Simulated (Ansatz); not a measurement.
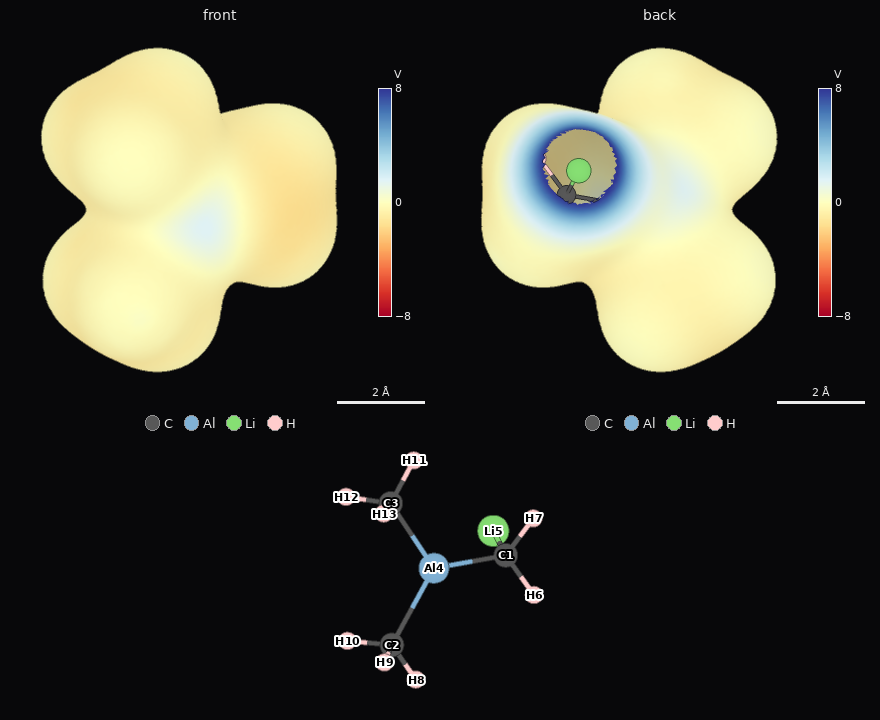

Figure 1: C$_{3}$H$_{8}$AlLi. The electrostatic potential painted on the density surface at 0.002 e/bohr³, seen from the front and from behind; the colour scale runs from red (negative) to blue (positive). The bare structure is drawn below in the same view.

Geometry: r2SCAN-D4/def2-SVP.

Method: isolated molecule in a Gaussian basis; Kohn-Sham density functional theory, functional PBE0 (Ansatz 0.2.0).

```xyz
13

C    -1.7005    0.4455   -0.7827
C    -0.4659   -0.5780    2.2075
C     1.5429   -0.5034   -0.4682
Al   -0.2833   -0.2552    0.2606
Li   -1.7607    2.4348   -0.7585
H    -2.7230    0.2018   -0.4268
H    -1.6371    0.2480   -1.8727
H    -1.4784   -0.3758    2.5974
H    -0.2304   -1.6285    2.4606
H     0.2425    0.0319    2.7987
H     1.6317   -0.2478   -1.5382
H     2.2949    0.0965    0.0776
H     1.8730   -1.5537   -0.3630
```

Which sites attract a positive test charge, and which a negative one?

Answer. A positive charge is drawn to the negative regions and a negative charge to the positive ones. The most negative region (about −1.6 V, or −37 kcal/mol for a unit charge) lies over C1, the most positive (about +7.8 V, or +180 kcal/mol for a unit charge) over Li5.

How polar is the molecule by this calculation?

Answer. Its dipole moment is 6.55 D.
